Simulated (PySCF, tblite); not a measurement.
# C₃H₈FSi radical: geometry, infrared bands and EPR parameters

What infrared bands and EPR parameters should C₃H₈FSi radical (`C[CH]C[SiH2]F`) show?

Computed with tblite 0.8.0 and PySCF 2.14.0, with density-fitted response routines of our own, on a single molecule in the gas phase. Atoms count from 0, in the outputs and in this text.

## (1) Starting geometry

13 atoms, charge 0, multiplicity 2; geometry from: force field or distance geometry start.

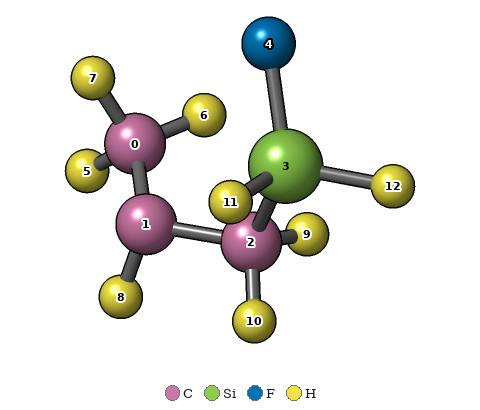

The starting geometry (carbon pink, silicon green, fluorine blue, hydrogen yellow), atoms numbered.

## (2) Relaxing the molecule with GFN2-xTB

What the job is given:

```
{"job": {"kind": "relax", "xc": "GFN2-xTB", "basis": "xTB"}, "charge": 0, "multiplicity": 2}
C      1.740000     0.441500     0.330300
C      0.856600    -0.379400    -0.564300
C     -0.449000    -0.792100     0.053600
Si    -1.821800     0.439000    -0.282100
F     -1.429500     1.991600     0.226800
H      2.770800     0.032100     0.302100
H      1.424500     0.519600     1.374800
H      1.852400     1.494500    -0.068100
H      1.402200    -1.348400    -0.798200
H     -0.391400    -1.022600     1.118500
H     -0.756800    -1.730100    -0.464200
H     -2.175400     0.400300    -1.704200
H     -3.026900    -0.045500     0.457200
```

The run is started by

```
> OMP_NUM_THREADS=1 python probes_run.py task.json out
```

The driver reads the jobs from task.json and runs them one after another.

Log:

```text
step      E/eV     max force
  0    -460.44004    3.232
  1    -460.70269    1.973
  2    -460.84523    0.979
  3    -460.90416    0.725
  4    -460.96057    0.516
  5    -460.99914    0.675
  6    -461.05132    0.630
  7    -461.08347    0.557
  8    -461.10704    0.356
  9    -461.12109    0.315
 10    -461.13493    0.306
 11    -461.14770    0.299
 12    -461.15864    0.250
 13    -461.16660    0.238
 14    -461.17345    0.265
 15    -461.18073    0.314
 16    -461.18910    0.273
 17    -461.19615    0.259
 18    -461.20381    0.208
 19    -461.21001    0.258
 20    -461.21796    0.293
 21    -461.22682    0.239
 22    -461.23391    0.204
 23    -461.23912    0.159
 24    -461.24488    0.226
 25    -461.25006    0.183
 26    -461.25341    0.152
 27    -461.25573    0.128
 28    -461.25740    0.126
 29    -461.25940    0.147
 30    -461.26186    0.142
 31    -461.26411    0.133
 32    -461.26575    0.112
 33    -461.26702    0.149
 34    -461.26812    0.140
 35    -461.26897    0.083
 36    -461.26940    0.043
 37    -461.26957    0.036
 38    -461.26971    0.035
 39    -461.26986    0.034
 40    -461.26997    0.027
 41    -461.27004    0.021
 42    -461.27010    0.019
 43    -461.27017    0.024
 44    -461.27028    0.035
 45    -461.27040    0.030
 46    -461.27048    0.026
 47    -461.27055    0.025
 48    -461.27063    0.031
 49    -461.27074    0.047
 50    -461.27086    0.045
 51    -461.27095    0.026
 52    -461.27099    0.019
 53    -461.27103    0.019
 54    -461.27110    0.033
 55    -461.27120    0.041
 56    -461.27130    0.033
 57    -461.27140    0.026
 58    -461.27149    0.027
 59    -461.27161    0.033
 60    -461.27175    0.039
 61    -461.27186    0.024
 62    -461.27193    0.018
 63    -461.27197    0.019
 64    -461.27202    0.023
 65    -461.27209    0.022
 66    -461.27215    0.017
 67    -461.27220    0.015
 68    -461.27223    0.018
 69    -461.27225    0.015
 70    -461.27227    0.009
```

Wall time 0.24 s (1 thread of Arm Neoverse V2, shared host).

The steps of the relaxation: (not every step is listed)

```tsv
step	energy from step 0 (eV)	largest force (eV/Å)
0	0.0000	3.2316
1	-0.2627	1.9734
2	-0.4052	0.9786
3	-0.4641	0.7253
4	-0.5205	0.5164
5	-0.5591	0.6750
6	-0.6113	0.6304
7	-0.6434	0.5567
8	-0.6670	0.3559
13	-0.7266	0.2382
18	-0.7638	0.2080
23	-0.7991	0.1590
28	-0.8174	0.1259
33	-0.8270	0.1489
38	-0.8297	0.0346
43	-0.8301	0.0242
48	-0.8306	0.0309
53	-0.8310	0.0194
58	-0.8314	0.0269
63	-0.8319	0.0193
65	-0.8320	0.0223
66	-0.8321	0.0167
67	-0.8322	0.0148
68	-0.8322	0.0177
69	-0.8322	0.0151
70	-0.8322	0.0091
```

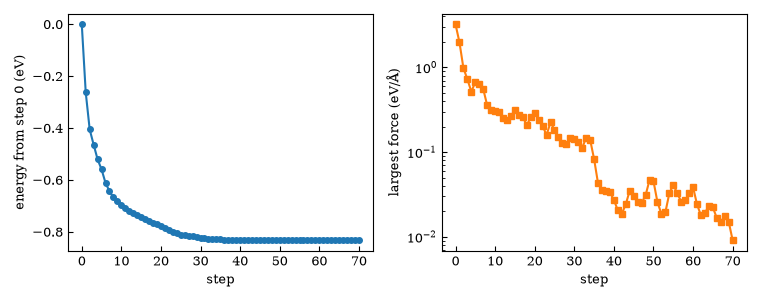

Energy and largest force along the relaxation.

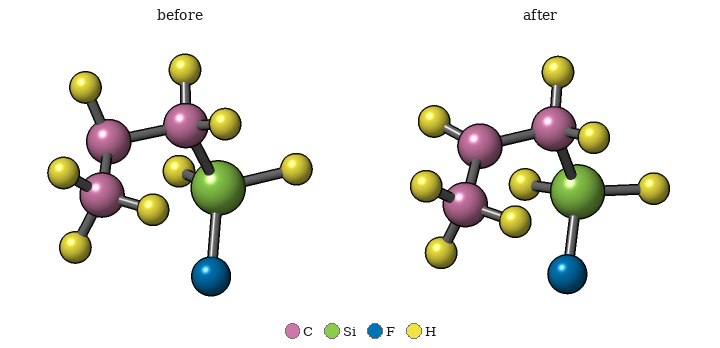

The geometry before (left) and after (right).

Close pairs (by a distance rule), those that changed most:

```tsv
bond	before (Å)	after (Å)	change (Å)
Si3–F4	1.680	1.612	-0.068
C1–H8	1.136	1.077	-0.059
C2–Si3	1.874	1.926	+0.052
Si3–H12	1.495	1.456	-0.038
C0–H7	1.131	1.096	-0.035
C1–C2	1.502	1.467	-0.035
C2–H10	1.115	1.090	-0.025
C0–C1	1.502	1.479	-0.023
```

The next job starts from the end point, and lists it.

## (3) Infrared spectrum with GFN2-xTB

What the job is given:

```
{"job": {"kind": "ir", "xc": "GFN2-xTB", "basis": "xTB"}, "charge": 0, "multiplicity": 2}
C      1.729589     0.426578     0.355538
C      0.845954    -0.526265    -0.350499
C     -0.448550    -0.949134     0.195139
Si    -1.786530     0.333536    -0.328617
F     -1.269088     1.763998     0.204726
H      2.767342     0.084163     0.332326
H      1.422622     0.547965     1.392223
H      1.716288     1.415571    -0.116912
H      1.094257    -0.794005    -1.363757
H     -0.415346    -0.990732     1.285152
H     -0.732893    -1.933191    -0.177024
H     -1.854633     0.469788    -1.774522
H     -3.073400     0.152213     0.328500
```

Log:

```text
mode    cm-1     km/mol
  1      34.6      1.67
  2      70.3      2.04
  3      82.2      2.33
  4     164.2      0.73
  5     232.4     18.61
  6     397.9      1.34
  7     454.4     40.73
  8     491.6     64.18
  9     571.6     53.07
 10     645.0     35.37
 11     712.4    118.06
 12     762.8    249.72
 13     788.0     33.55
 14     826.7    261.37
 15     938.9      5.92
 16     993.8      5.02
 17    1019.8     21.60
 18    1162.9     23.15
 19    1193.5      4.99
 20    1200.1      0.78
 21    1346.5     32.72
 22    1402.1      4.57
 23    1454.4      0.64
 24    1466.0      3.80
 25    1488.2      3.49
 26    2309.3    384.74
 27    2344.5    180.64
 28    2896.8     28.04
 29    2957.0     47.47
 30    2961.0     29.20
 31    2974.9     35.77
 32    3029.7     26.92
 33    3101.6     61.02
```

Run time: 0.22 s. Hardware: 1 thread of Arm Neoverse V2, shared host.

The strongest bands and the atoms that carry them (share of the mass-weighted mode):

```tsv
cm⁻¹	km/mol	atoms
492	64.2	H12 42 %, H11 28 %, Si3 16 %
572	53.1	H12 46 %, H11 43 %
712	118.1	H12 32 %, H11 22 %, C2 18 %, Si3 15 %
763	249.7	H11 52 %, H12 38 %
827	261.4	Si3 39 %, F4 37 %
2309	384.7	H12 88 %
2344	180.6	H11 89 %
3102	61.0	H8 92 %
```

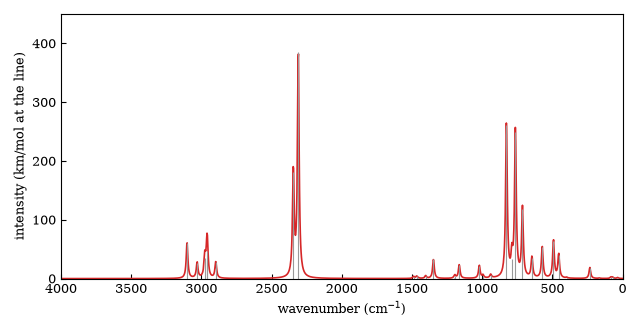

The infrared spectrum from these modes, unscaled. Lines are broadened to a width of 14 cm⁻¹ (Lorentzian).

## (4) EPR parameters: B3LYP/pcH-1

The job, as its differences from that of step 3:

```diff
@@ -1,2 +1,2 @@
-{"job": {"kind": "ir", "xc": "GFN2-xTB", "basis": "xTB"}, "charge": 0, "multiplicity": 2}
+{"job": {"kind": "epr", "basis": "pcH-1"}, "charge": 0, "multiplicity": 2}
 C      1.729589     0.426578     0.355538
```

With the program's defaults for keys left out, this is: UKS B3LYP, pcH-1 on C F H Si, non-relativistic, mean-field spin-orbit, GIAO.

Log:

```text
UKS, coarse grid
  cycle   1  E = -508.41804898  |g| = 4.87e-01
  cycle   2  E = -508.31734976  |g| = 7.53e-01
  cycle   3  E = -508.50525790  |g| = 6.22e-02
  cycle   4  E = -508.50633860  |g| = 3.23e-02
  cycle   5  E = -508.50680124  |g| = 5.72e-03
  cycle   6  E = -508.50681970  |g| = 2.47e-03
  cycle   7  E = -508.50682351  |g| = 1.01e-03
  cycle   8  E = -508.50682440  |g| = 2.27e-04
UKS, final grid
  cycle   1  E = -508.50687398  |g| = 2.04e-04
  cycle   2  E = -508.50687398  |g| = 2.30e-04
  cycle   3  E = -508.50687400  |g| = 2.88e-05
  cycle   4  E = -508.50687400  |g| = 1.39e-05
E = -508.50687400 Eh   <S^2> = 0.7541 (exact 0.7500)
g shifts (ppm)      1          2          3
  rmc          -146       -146       -146
  gc              2         26         11
  oz_so        -132        286       1122
  total        -276        166        987
hyperfine (MHz)  atom isotope    a_iso     a_fc   dipolar eigenvalues
    0   13C     -32.65     -32.66     -2.45      0.31      2.15
    1   13C      93.89      93.99    -78.09    -77.13    155.22
    2   13C     -31.79     -31.80     -3.40      0.75      2.65
    3  29Si    -153.06    -153.23    -21.59      9.85     11.74
    4   19F      -3.13      -3.17     -4.99     -2.45      7.44
    5    1H      85.63      85.63     -4.94     -4.21      9.14
    6    1H       5.94       5.94     -4.44     -3.64      8.08
    7    1H     129.97     129.97     -5.16     -2.95      8.11
    8    1H     -59.72     -59.73    -36.99     -0.02     37.00
    9    1H      38.70      38.69     -4.18     -3.84      8.02
   10    1H      55.34      55.34     -4.45     -4.01      8.46
   11    1H      -2.26      -2.26     -2.95     -1.43      4.38
   12    1H      34.15      34.15     -2.13     -1.06      3.19
```

Wall time 32 s (1 thread of Arm Neoverse V2, shared host); peak memory 0.75 GiB.

Principal g values 2.00204, 2.00249, 2.00331; g(iso) = 2.00261, against 2.00232 for a free electron.

Hyperfine couplings; where a row names several nuclei, a(iso) is their mean (it holds for fast rotation or exchange) and the dipolar term the largest among them:

```tsv
nuclei	isotope	a(iso) (MHz)	a(iso) (G, at g = 2.0023)	largest dipolar term (MHz)
Si3	29Si	-153.1	-54.6	-21.6
C1	13C	93.9	33.5	155.2
H5, H6, H7	1H	73.8	26.4	9.1
H8	1H	-59.7	-21.3	37.0
H9, H10	1H	47.0	16.8	8.5
C0	13C	-32.6	-11.6	-2.5
C2	13C	-31.8	-11.3	-3.4
H11, H12	1H	15.9	5.7	4.4
F4	19F	-3.1	-1.1	7.4
```

Mulliken spin populations:

C0 -0.08; C1 0.98; C2 -0.07; Si3 0.07; F4 0.00; H5 0.03; H6 0.00; H7 0.05; H8 -0.04; H9 0.02; H10 0.02; H11 0.00; H12 0.02

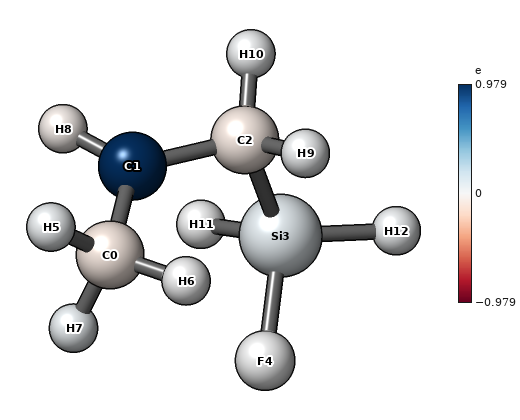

Mulliken spin populations, as colours on the atoms.

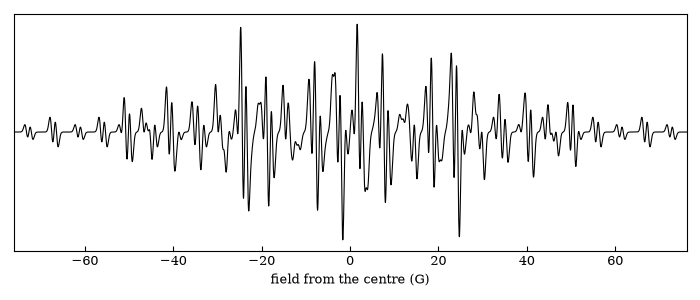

First-order isotropic spectrum (first derivative, main isotopes with spin only, couplings over 0.8 MHz, Gaussian width 0.4 G; couplings of the frozen geometry, rotation of groups not averaged beyond the rows shown).

Orbitals, density, ELF and potential are computed afterwards from the orbital file.

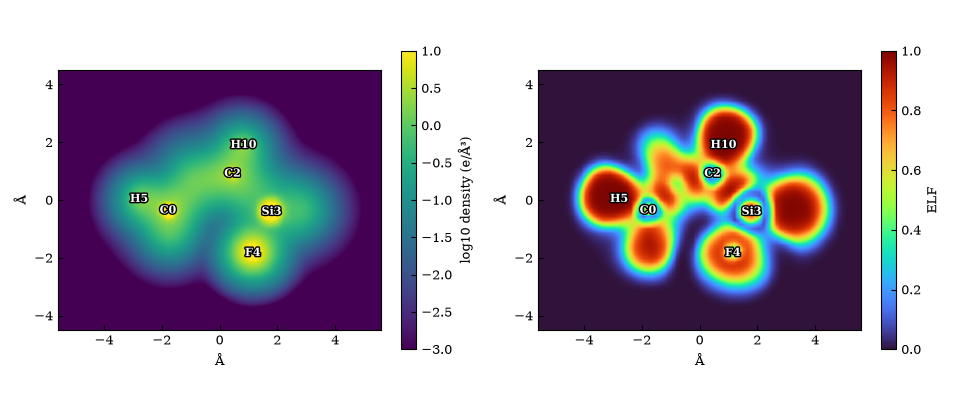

Density (left) and ELF (right) in a plane through or near 6 of the atoms.

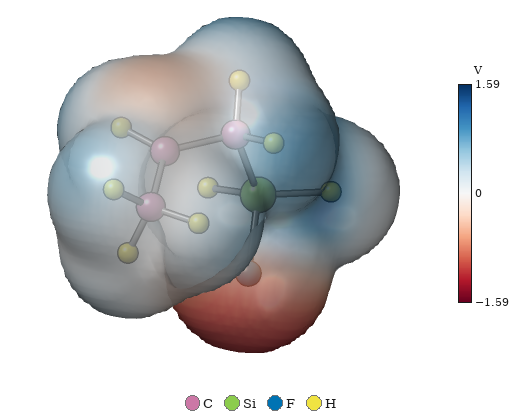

Electrostatic potential on the surface of density 0.002 e/bohr³; red is low, blue high. It runs from -1.16 V near F4 to 1.59 V near H11.

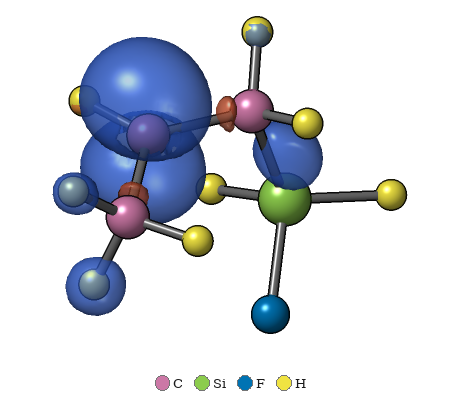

Spin density at ±0.04 e/Å³ (alpha excess blue, beta excess red).

## (5) What came out

| quantity | value |
| --- | --- |
| strongest single infrared mode (GFN2-xTB) | 2309 cm⁻¹, 385 km/mol |
| zero-point energy (GFN2-xTB) | 60.7 kcal/mol |
| g(iso) (B3LYP) | 2.00261 |
| ⟨S²⟩ | 0.754 (exact 0.75) |
| largest a(iso) (averaged by class) | 29Si on Si3, -153.1 MHz |
| potential on the surface of density 0.002 e/bohr³, 1st and 99th percentile | -1.16 V and 1.59 V |

**Reading.** The optimisation took 70 steps and gained 0.832 eV; among the close pairs (by a distance rule), Si3–F4 changed most, from 1.680 to 1.612 Å. All 33 modes are real, so the xTB geometry is a minimum. The strongest single mode, at 2309 cm⁻¹, moves mainly H12. Unscaled tight-binding wavenumbers are off by several per cent, some by more. Its intensities can rank the bands wrongly. Most of the unpaired spin sits on C1 (0.98 e). The isotropic g lies 0.3 ppt above the free-electron value. These values are for one conformer; the search (at its own cheap level) found 2 more, at 0.15, 0.31 kcal/mol, and measured spectra average over such forms.
